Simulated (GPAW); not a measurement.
# Dielectric function and optical constants of CdNi3P (model structure)

Aim: the dielectric function of CdNi3P (model structure), and the optical constants that follow from it. The cell was made here by substitution or stacking, whether or not such a phase is known. It was built so: All N replaced by P in the Pm-3m structure of CdNi3N. The cell given below was relaxed beforehand with Ansatz.

Method: DFT, revPBE, plane-wave PAW (GPAW data sets), scalar-relativistic, RPA, optical limit, in GPAW 26.7.0.

### 1. The starting structure

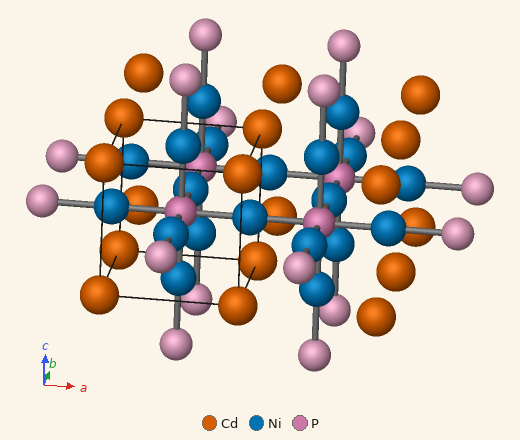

The cell as given, slightly off an axis (cadmium orange, nickel blue, phosphorus pink). 2×2×1 cells are drawn. Some periodic images of atoms are drawn too.

### 2. Ground state

The self-consistent density comes first; it also tells whether there is a gap, which decides the occupations and the need for a Drude term.

This step: DFT, revPBE, plane-wave PAW (GPAW data sets), scalar-relativistic, ground state (GPAW 26.7.0).

File gs.py:

```python
from ase import Atoms
from ase.dft.bandgap import bandgap
from gpaw import GPAW, PW, FermiDirac

atoms = Atoms(['Cd', 'Ni', 'Ni', 'Ni', 'P'],
              cell=[[4.22609018, 0.00000000, 0.00000000],
                    [0.00000000, 4.22609018, 0.00000000],
                    [0.00000000, 0.00000000, 4.22609018]],
              scaled_positions=[[1.00000000, 1.00000000, 0.00000000],
                                [0.50000000, 0.50000000, 1.00000000],
                                [0.50000000, 0.00000000, 0.50000000],
                                [0.00000000, 0.50000000, 0.50000000],
                                [0.50000000, 0.50000000, 0.50000000]],
              pbc=[True, True, True])
atoms.set_initial_magnetic_moments([0.0, 1.0, 1.0, 1.0, 0.0])
atoms.calc = GPAW(mode=PW(450), xc='revPBE', kpts={'size': (5, 5, 5), 'gamma': True},
                  occupations=FermiDirac(0.05), maxiter=150, txt='gs.txt')
print('energy (eV)', atoms.get_potential_energy())
print('Fermi level (eV)', atoms.calc.get_fermi_level())
print('valence electrons', atoms.calc.get_number_of_electrons())
print('gap (eV)', bandgap(atoms.calc, output=None)[0])
print('direct gap (eV)', bandgap(atoms.calc, direct=True, output=None)[0])
print('moments', atoms.get_magnetic_moments().round(3).tolist())
atoms.calc.write('gs.gpw')
```

Run with:

```sh
OMP_NUM_THREADS=1 python gs.py
```

Numbers of over 12 decimals in the logs are rounded to 6 here.

The program printed:

```text
__  _  _
 | _ |_)|_||  |
 |__||  | ||/\| - 26.7.0

Versions:
  Python: 3.12.14
  ASE:    3.29.0
  Numpy:  2.5.5
  Scipy:  1.18.1
  Libxc:  7.0.0

Input parameters:
  mode=PW(ecut=450.000000),
  kpts=MonkhorstPack(size=(5, 5, 5), gamma=True),
  maxiter=150,
  occupations=Occupations(name='fermi-dirac', width=0.05, fixmagmom=False),
  xc=XC(name='revPBE')

Diagonalizing LCAO Hamiltonian
Converting LCAO to pw mode
    .---------.
   /|         |
  / |         |
 *  |         |
 | Ni   P     |
 |  .-Ni------.
 | /    Ni   /
 |/         /
 Cd--------*

Atoms  # Å, Bohr magnetons
|   | symbol |        x |        y |        z |    initial magnetic moments |
| 0 |     Cd | 4.226090 | 4.226090 | 0.000000 | ( 0.0000,  0.0000,  0.0000) |
| 1 |     Ni | 2.113045 | 2.113045 | 4.226090 | ( 0.0000,  0.0000,  1.0000) |
| 2 |     Ni | 2.113045 | 0.000000 | 2.113045 | ( 0.0000,  0.0000,  1.0000) |
| 3 |     Ni | 0.000000 | 2.113045 | 2.113045 | ( 0.0000,  0.0000,  1.0000) |
| 4 |      P | 2.113045 | 2.113045 | 2.113045 | ( 0.0000,  0.0000,  0.0000) |

Unit cell  # Å
| periodic |        x |        y |        z |  lengths |    angles |
|      yes | 4.226090 | 0.000000 | 0.000000 | 4.226090 | 90.000000 |
|      yes | 0.000000 | 4.226090 | 0.000000 | 4.226090 | 90.000000 |
|      yes | 0.000000 | 0.000000 | 4.226090 | 4.226090 | 90.000000 |

Number of symmetries: 48
Symmetry operations  # r_c * U_cc + t_c -> r_c
|    | kind |            matrix            |
|  0 |  E   |  1, 0, 0,  0, 1, 0,  0, 0, 1 |
|  1 |  σ   |  1, 0, 0,  0, 1, 0,  0, 0,-1 |
|  2 |  σ   |  1, 0, 0,  0, 0, 1,  0, 1, 0 |
|  3 |  C4  |  1, 0, 0,  0, 0, 1,  0,-1, 0 |
|  4 |  C4  |  1, 0, 0,  0, 0,-1,  0, 1, 0 |
|  5 |  σ   |  1, 0, 0,  0, 0,-1,  0,-1, 0 |
|  6 |  σ   |  1, 0, 0,  0,-1, 0,  0, 0, 1 |
|  7 |  C2  |  1, 0, 0,  0,-1, 0,  0, 0,-1 |
|  8 |  σ   |  0, 1, 0,  1, 0, 0,  0, 0, 1 |
|  9 |  C2  |  0, 1, 0,  1, 0, 0,  0, 0,-1 |
| 10 |  C3  |  0, 1, 0,  0, 0, 1,  1, 0, 0 |
| 11 |  S6  |  0, 1, 0,  0, 0, 1, -1, 0, 0 |
| 12 |  S6  |  0, 1, 0,  0, 0,-1,  1, 0, 0 |
| 13 |  C3  |  0, 1, 0,  0, 0,-1, -1, 0, 0 |
| 14 |  C4  |  0, 1, 0, -1, 0, 0,  0, 0, 1 |
| 15 |  S4  |  0, 1, 0, -1, 0, 0,  0, 0,-1 |
| 16 |  C3  |  0, 0, 1,  1, 0, 0,  0, 1, 0 |
| 17 |  S6  |  0, 0, 1,  1, 0, 0,  0,-1, 0 |
| 18 |  σ   |  0, 0, 1,  0, 1, 0,  1, 0, 0 |
| 19 |  C4  |  0, 0, 1,  0, 1, 0, -1, 0, 0 |
| 20 |  C2  |  0, 0, 1,  0,-1, 0,  1, 0, 0 |
| 21 |  S4  |  0, 0, 1,  0,-1, 0, -1, 0, 0 |
| 22 |  S6  |  0, 0, 1, -1, 0, 0,  0, 1, 0 |
| 23 |  C3  |  0, 0, 1, -1, 0, 0,  0,-1, 0 |
| 24 |  S6  |  0, 0,-1,  1, 0, 0,  0, 1, 0 |
| 25 |  C3  |  0, 0,-1,  1, 0, 0,  0,-1, 0 |
| 26 |  C4  |  0, 0,-1,  0, 1, 0,  1, 0, 0 |
| 27 |  σ   |  0, 0,-1,  0, 1, 0, -1, 0, 0 |
| 28 |  S4  |  0, 0,-1,  0,-1, 0,  1, 0, 0 |
| 29 |  C2  |  0, 0,-1,  0,-1, 0, -1, 0, 0 |
| 30 |  C3  |  0, 0,-1, -1, 0, 0,  0, 1, 0 |
| 31 |  S6  |  0, 0,-1, -1, 0, 0,  0,-1, 0 |
| 32 |  C4  |  0,-1, 0,  1, 0, 0,  0, 0, 1 |
| 33 |  S4  |  0,-1, 0,  1, 0, 0,  0, 0,-1 |
| 34 |  S6  |  0,-1, 0,  0, 0, 1,  1, 0, 0 |
| 35 |  C3  |  0,-1, 0,  0, 0, 1, -1, 0, 0 |
| 36 |  C3  |  0,-1, 0,  0, 0,-1,  1, 0, 0 |
| 37 |  S6  |  0,-1, 0,  0, 0,-1, -1, 0, 0 |
| 38 |  σ   |  0,-1, 0, -1, 0, 0,  0, 0, 1 |
| 39 |  C2  |  0,-1, 0, -1, 0, 0,  0, 0,-1 |
| 40 |  σ   | -1, 0, 0,  0, 1, 0,  0, 0, 1 |
| 41 |  C2  | -1, 0, 0,  0, 1, 0,  0, 0,-1 |
| 42 |  C2  | -1, 0, 0,  0, 0, 1,  0, 1, 0 |
| 43 |  S4  | -1, 0, 0,  0, 0, 1,  0,-1, 0 |
| 44 |  S4  | -1, 0, 0,  0, 0,-1,  0, 1, 0 |
| 45 |  C2  | -1, 0, 0,  0, 0,-1,  0,-1, 0 |
| 46 |  C2  | -1, 0, 0,  0,-1, 0,  0, 0, 1 |
| 47 |  i   | -1, 0, 0,  0,-1, 0,  0, 0,-1 |

BZ-sampling:
  Number of BZ points: 125
  Number of IBZ points: 10

  Monkhorst-Pack size: [5, 5, 5]
  Monkhorst-Pack shift: [0, 0, 0]

K-points  # in reciprocal-cell coordinates
|   |                                coordinates |     weight |
| 0 | (  0.00000000,   0.00000000,   0.00000000) | 0.00800000 |
| 1 | (  0.20000000,   0.00000000,   0.00000000) | 0.04800000 |
| 2 | (  0.20000000,   0.20000000,   0.00000000) | 0.09600000 |
| 3 | (  0.20000000,   0.20000000,   0.20000000) | 0.06400000 |
| 4 | (  0.40000000,   0.00000000,   0.00000000) | 0.04800000 |
| 5 | (  0.40000000,   0.20000000,   0.00000000) | 0.19200000 |
| 6 | (  0.40000000,   0.20000000,   0.20000000) | 0.19200000 |
| 7 | (  0.40000000,   0.40000000,   0.00000000) | 0.09600000 |
| 8 | (  0.40000000,   0.40000000,   0.20000000) | 0.19200000 |
| 9 | (  0.40000000,   0.40000000,   0.40000000) | 0.06400000 |

Plane wave coefficients: 1647
Cutoff: 450.000000 eV

Spin-components: 2 (collinear spins)
Bands:           45
Projectors:      29
Spin-degeneracy: 1
Datatype:        complex128

Parallelization:
  kpt:    1
  domain: 1
  band:   1

Density:
  Valence electrons: 65.0
  Components: 2
  Grid points: [21 21 21]
  Charge: 0.0  # |e|

Potential:
  Grid points: [21 21 21]

species:
  Cd:
    name:    Cadmium
    id:
    Z:       48.0
    valence: 12
    core:    36
    charge:  0.0  # [|e|]
    compensation charges:
      type: gauss
      rc: 0.38  # [Å]
      lmax: 2
    cutoffs:
      filter: 2.12  # [Å]
      core: 2.62  # [Å]
    projectors
    | kind |    occ | energy [eV] | rcut [Å] |
    |   5s |  2.000 |      -5.557 |    1.191 |
    |   5p |  0.000 |      -1.140 |    1.228 |
    |   4d | 10.000 |     -11.696 |    1.164 |
    |    s |        |      21.654 |    1.191 |
    |    p |        |      26.071 |    1.228 |
    |    d |        |      15.516 |    1.164 |

    Using partial waves for Cd as LCAO basis

  Ni:
    name:    Nickel
    id:
    Z:       28.0
    valence: 16
    core:    12
    charge:  0.0  # [|e|]
    compensation charges:
      type: gauss
      rc: 0.36  # [Å]
      lmax: 2
    cutoffs:
      filter: 2.14  # [Å]
      core: 1.98  # [Å]
    projectors
    | kind |    occ | energy [eV] | rcut [Å] |
    |   4s |  2.000 |      -5.570 |    1.164 |
    |   3p |  6.000 |     -71.384 |    1.207 |
    |   4p |  0.000 |      -1.198 |    1.207 |
    |   3d |  8.000 |      -8.815 |    1.138 |
    |    s |        |      21.642 |    1.164 |
    |    d |        |      18.396 |    1.138 |

    Using partial waves for Ni as LCAO basis

  P:
    name:    Phosphorus
    id:
    Z:       15.0
    valence: 5
    core:    10
    charge:  0.0  # [|e|]
    compensation charges:
      type: gauss
      rc: 0.30  # [Å]
      lmax: 2
    cutoffs:
      filter: 1.69  # [Å]
      core: 1.81  # [Å]
    projectors
    | kind |    occ | energy [eV] | rcut [Å] |
    |   3s |  2.000 |     -13.940 |    0.953 |
    |   3p |  3.000 |      -5.481 |    0.953 |
    |    s |        |      13.271 |    0.953 |
    |    p |        |      21.731 |    0.953 |
    |    d |        |       0.000 |    0.953 |

    Using partial waves for P as LCAO basis

Reference energy: -285600.779340  # eV

eigensolver:
  PPCG
  Converge bands: occupied
  niter=2

density mixing:
  MSR1-Mixer
  Pratt-step length: 0.05
  Maximum mixing coefficient: 0.75
  Old densities: 10
  SVD Regularization: 0.005
  Good broyden scale: 1.0
  Trust region scale: 1.0
  Backstep threshold: 4.0
  History deletion threshold: 6.0
  Fourier metric: weight=20.0, sigma=0.015

occupation numbers:
  Fermi-Dirac:
    width: 0.0500  # eV

poisson solver:
  ecut: 3600.000000  # eV

xc functional:
  name: revPBE with 2 nearest neighbor stencil

convergence criteria:
- Maximum [total energy] change in last 3 cyles: 0.0005 eV / valence electron
- Maximum integral of absolute [dens]ity change: 0.0001 electrons / valence electron
- Maximum integral of absolute [eigenst]ate change: 4e-08 eV^2 / valence electron
maximum number of iterations: 150

SCF iterations
|iter     |      energy | eigst |  dens |  magmom |
|iter:   1||  -29.391698 | +0.51 |       |  +3.0025|
|iter:   2||  -27.914412 | -1.05 | -0.95 |  +2.8829|
|iter:   3||  -26.326635 | -1.34 | -1.05 |  +2.3055|
|iter:   4||  -26.378508 | -2.10 | -1.40 |  +1.7667|
|iter:   5||  -26.524482 | -2.30 | -1.58 |  +0.8852|
|iter:   6||  -26.559348 | -3.09 | -1.97 |  +0.2787|
|iter:   7||  -26.561419 | -3.78 | -2.28 |  +0.1741|
|iter:   8||  -26.562305c| -4.24 | -2.62 |  +0.0578|
|iter:   9||  -26.562167c| -4.69 | -2.95 |  +0.0024|
|iter:  10||  -26.562196c| -5.79 | -3.39 |  +0.0053|
|iter:  11||  -26.562202c| -6.49 | -3.76 |  +0.0094|
|iter:  12||  -26.562203c| -6.84 | -4.09c|  +0.0045|
|iter:  13||  -26.562203c| -7.61c| -4.59c|  +0.0014|

Converged in 13 steps
SCF loop duration: 44.897 s (3.454 s/step)
Energy contributions relative to reference atoms: (reference = -285600.779340)

Energy contributions:
  Kinetic:          42.046224
  Coulomb:         -31.158175
  Zero:              0.409571
  External:          0.000000
  Xc:              -37.842034
  Entropy:          -0.035579
  Spinorbit:         0.000000
  ----------------------------
  Free energy:     -26.579992
  Extrapolated:    -26.562203

dipole moment: (-22.345624, -22.345624, -22.345624)  # |e|*Ang

Total magnetic moment: (0.000000, 0.000000, 0.001359)

Local magnetic moments
|        x |        y |        z |
| 0.000000 | 0.000000 | 0.000009 |  # Cd   0
| 0.000000 | 0.000000 | 0.000348 |  # Ni   1
| 0.000000 | 0.000000 | 0.000348 |  # Ni   2
| 0.000000 | 0.000000 | 0.000348 |  # Ni   3
| 0.000000 | 0.000000 | 0.000131 |  # P    4

Fermi level: 7.262
Eigenvalues  # (at kpt = [0.000, 0.000, 0.000])
| band index |      eig [eV] | occ [0-1] |      eig [eV] | occ [0-1] |
|          0 |       -56.681 |     1.000 |       -56.680 |     1.000 |
|        ... |               |           |               |           |
|         25 |         5.339 |     1.000 |         5.339 |     1.000 |
|         26 |         6.255 |     1.000 |         6.256 |     1.000 |
|         27 |         6.255 |     1.000 |         6.256 |     1.000 |
|         28 |         6.255 |     1.000 |         6.256 |     1.000 |
|         29 |         6.284 |     1.000 |         6.284 |     1.000 |
|         30 |         6.284 |     1.000 |         6.284 |     1.000 |
|         31 |         6.284 |     1.000 |         6.284 |     1.000 |
|         32 |         6.752 |     1.000 |         6.752 |     1.000 |
|         33 |         8.965 |     0.000 |         8.965 |     0.000 |
|         34 |        10.444 |     0.000 |        10.444 |     0.000 |
|         35 |        10.444 |     0.000 |        10.444 |     0.000 |
|         36 |        11.753 |     0.000 |        11.754 |     0.000 |
|         37 |        11.753 |     0.000 |        11.754 |     0.000 |
|         38 |        11.753 |     0.000 |        11.754 |     0.000 |
|         39 |        16.034 |     0.000 |        16.034 |     0.000 |
|         40 |        16.034 |     0.000 |        16.034 |     0.000 |
|        ... |               |           |               |           |
|         44 |        19.716 |     0.000 |        19.716 |     0.000 |

No gap
No difference between direct/indirect transitions

--- standard output ---
energy (eV) -26.562203
Fermi level (eV) 7.262234
valence electrons 65.0
gap (eV) 0.0
direct gap (eV) 0.0
moments [0.0, 0.0, 0.0, 0.0, 0.0]
```

Wall time 49 s (1 thread of Arm Neoverse V1, shared host); peak memory 0.18 GiB.

Numbers from this step:

| Item | Value |
| --- | --- |
| energy | -26.56 eV |
| Fermi energy | 7.262 eV |
| electrons | 65 |

There are states at the Fermi level within the smearing, so the occupations stay smeared and the carriers get a Drude term.

### 3. Bands for the response

The response needs many more empty bands than the density does.

This step: DFT, revPBE, plane-wave PAW (GPAW data sets), scalar-relativistic, bands at fixed density (GPAW 26.7.0).

File nscf.py:

```python
from ase.dft.bandgap import bandgap
from gpaw import GPAW, FermiDirac

calc = GPAW('gs.gpw').fixed_density(kpts={'size': (8, 8, 8), 'gamma': True}, nbands=68, convergence={'bands': 62},
                                    occupations=FermiDirac(0.05), txt='nscf.txt')
print('gap (eV)', bandgap(calc, output=None)[0])
print('direct gap (eV)', bandgap(calc, direct=True, output=None)[0])
calc.write('full.gpw', mode='all')
```

Run with:

```sh
OMP_NUM_THREADS=1 python nscf.py
```

The program printed:

```text
Diagonalizing LCAO Hamiltonian
Converting LCAO to pw mode
convergence criteria:
- Maximum integral of absolute [eigenst]ate change: 4e-08 eV^2 / valence electron
maximum number of iterations: 150

SCF iterations
|iter     |      energy | eigst |  dens |  magmom |
|iter:   1||             | +2.59 |       |  +0.0014|
|iter:   2||             | +1.65 |       |  +0.0014|
|iter:   3||             | +0.71 |       |  +0.0014|
|iter:   4||             | -0.08 |       |  +0.0014|
|iter:   5||             | -0.80 |       |  +0.0014|
|iter:   6||             | -1.47 |       |  +0.0014|
|iter:   7||             | -2.15 |       |  +0.0014|
|iter:   8||             | -2.81 |       |  +0.0014|
|iter:   9||             | -3.43 |       |  +0.0014|
|iter:  10||             | -4.04 |       |  +0.0014|
|iter:  11||             | -4.54 |       |  +0.0014|
|iter:  12||             | -5.13 |       |  +0.0014|
|iter:  13||             | -5.60 |       |  +0.0014|
|iter:  14||             | -6.14 |       |  +0.0014|
|iter:  15||             | -6.47 |       |  +0.0014|
|iter:  16||             | -6.80 |       |  +0.0014|
|iter:  17||             | -7.04 |       |  +0.0014|
|iter:  18||             | -7.33 |       |  +0.0014|
|iter:  19||             | -7.64c|       |  +0.0014|
SCF steps: 19
  __  _  _
 | _ |_)|_||  |
 |__||  | ||/\| - 26.7.0

Versions:
  Python: 3.12.14
  ASE:    3.29.0
  Numpy:  2.5.5
  Scipy:  1.18.1
  Libxc:  7.0.0

Input parameters:
  mode=PW(ecut=450.000000),
  convergence={'bands': 62},
  gpts=array([21, 21, 21]),
  kpts=MonkhorstPack(size=(8, 8, 8), gamma=True),
  maxiter=150,
  nbands=68,
  occupations=Occupations(name='fermi-dirac', width=0.05, fixmagmom=False),
  parallel={},
  xc=XC(name='revPBE')

--- standard output ---
gap (eV) 0.0
direct gap (eV) 0.0
```

Wall time 4.6 min (1 thread); peak memory 0.31 GiB.

(Continued in part 2 of 2.)

[Machine, clock and banner lines and Python warnings are left out of the logs.]

[Logs are printed without paths, hosts, clocks, repeated set-up lines and the standing remarks that a program may print on its own settings, such as how far it seeks lower states.]

[Hosts, paths, dates, database ids (printed as entryN), source tags and the programs' standing remarks are cut or masked in the printed files.]
